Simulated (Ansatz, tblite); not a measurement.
**Al4P4 wurtzite atom sphere (Al4P4H14): rung by rung**

Aim: run the singlet of Al4P4 wurtzite atom sphere (Al4P4H14) at one geometry on many levels, and compare frontier levels, spin and run time.

Method: as each input shows; program: Ansatz 0.2.0, Gaussian basis.

Plan: GFN1-xTB, GFN2-xTB, PBE-D4/def2-TZVP, r2SCAN-D4/def2-TZVP, PBE-D4/def2-SVP, PBE0-D4/def2-SVP.

1 further run of the same task is left out (set aside as unsound or not needed). Runs told in other sessions of the task aren't counted.

### Step 1. The structure

The geometry is that of the singlet, from an earlier relaxation (r2SCAN-D4/def2-SVP).

22 atoms, charge 0, spin multiplicity 1.

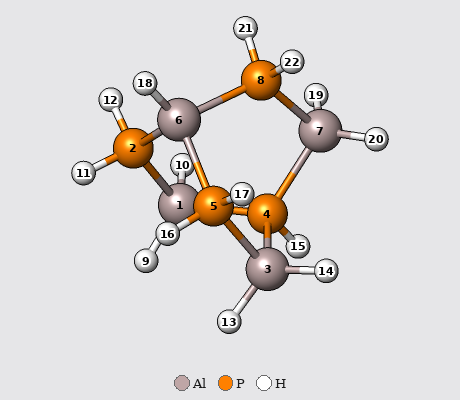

The structure; aluminium light grey, phosphorus orange, hydrogen white; atoms are numbered from 1 in the order of the file.

PBE0-D4/def2-TZVP was run before; its log isn't repeated, and its numbers join the tables.

### Step 2. GFN1-xTB

Tight binding, by tblite at 300 K electronic temperature and without a spin-polarisation term:

```python
tblite.interface.Calculator('GFN1-xTB', numbers, positions, charge=0, uhf=0).singlepoint()
```

Energy -636.5314 eV, HOMO -10.60 eV, LUMO -6.14 eV; 0.044 s.

### Step 3. GFN2-xTB

Tight binding, by tblite at 300 K electronic temperature and without a spin-polarisation term:

```python
tblite.interface.Calculator('GFN2-xTB', numbers, positions, charge=0, uhf=0).singlepoint()
```

Energy -587.1319 eV, HOMO -10.35 eV, LUMO -7.35 eV; 0.043 s.

### Step 4. PBE-D4/def2-TZVP

start.molden holds the orbitals of an earlier run on this state, given as this run's starting guess.

The input, in.yaml:

```yaml
crystal:
  periodic: [false, false, false]
  atoms:
    - {symbol: Al, position_ang: [-2.036532, -1.168486, -1.367522]}
    - {symbol: P, position_ang: [-1.845161, -1.067511, 1.118899]}
    - {symbol: Al, position_ang: [2.027292, -1.181128, -1.371741]}
    - {symbol: P, position_ang: [-0.001553, -0.004541, -1.907889]}
    - {symbol: P, position_ang: [1.851441, -1.063193, 1.115031]}
    - {symbol: Al, position_ang: [0.003069, 0.005197, 2.217358]}
    - {symbol: Al, position_ang: [0.003550, 2.342205, -1.377613]}
    - {symbol: P, position_ang: [-0.000918, 2.137284, 1.109696]}
    - {symbol: H, position_ang: [-1.945377, -2.726040, -1.689077]}
    - {symbol: H, position_ang: [-3.331422, -0.294283, -1.678816]}
    - {symbol: H, position_ang: [-1.931944, -2.364699, 1.691547]}
    - {symbol: H, position_ang: [-3.015197, -0.508051, 1.698662]}
    - {symbol: H, position_ang: [1.919735, -2.740213, -1.680946]}
    - {symbol: H, position_ang: [3.327904, -0.321215, -1.698249]}
    - {symbol: H, position_ang: [-0.002811, -0.007574, -3.333095]}
    - {symbol: H, position_ang: [1.949442, -2.356210, 1.695208]}
    - {symbol: H, position_ang: [3.021389, -0.492884, 1.684313]}
    - {symbol: H, position_ang: [0.004664, 0.008747, 3.803576]}
    - {symbol: H, position_ang: [-1.393824, 3.036029, -1.699612]}
    - {symbol: H, position_ang: [1.405145, 3.029658, -1.695024]}
    - {symbol: H, position_ang: [-1.079242, 2.864644, 1.680933]}
    - {symbol: H, position_ang: [1.070363, 2.872273, 1.684351]}
basis:
  gaussian: {orbitals: def2-TZVP, initial_orbitals: start.molden}
hamiltonian: {xc: pbe, dispersion: d4}
scf: {omitted_lower_state_checks: [starts]}
output: {forces: true, orbitals: {seedname: orbitals}}
```

Launch:

```console
$ ansatz run in.yaml --threads 2 --pin off --events-out ev --progress --plain --max-ram 32768MiB --backend cuda --devices 0, --max-vram 18GiB
```

After this run come: r2SCAN-D4/def2-TZVP; PBE-D4/def2-SVP; PBE0-D4/def2-SVP.

Q: Predict the results of all the runs planned. Wanted: gap in def2-TZVP, named functionals, smallest and largest; binding an atom, functionals in def2-TZVP; PBE0 total energy, smallest basis above largest.

As calculated:

```
                                                 quantity                                  value
gap in def2-TZVP, named functionals, smallest and largest    4.18 eV (PBE-D4), 6.08 eV (PBE0-D4)
                binding an atom, functionals in def2-TZVP  2.78 (PBE0-D4) to 2.81 eV (r2SCAN-D4)
          PBE0 total energy, smallest basis above largest         21.74 eV (def2-SVP, def2-TZVP)
```

Orbital gaps of the named functionals in def2-TZVP span 4.18 eV (PBE-D4) to 6.08 eV (PBE0-D4); exact exchange widens it.
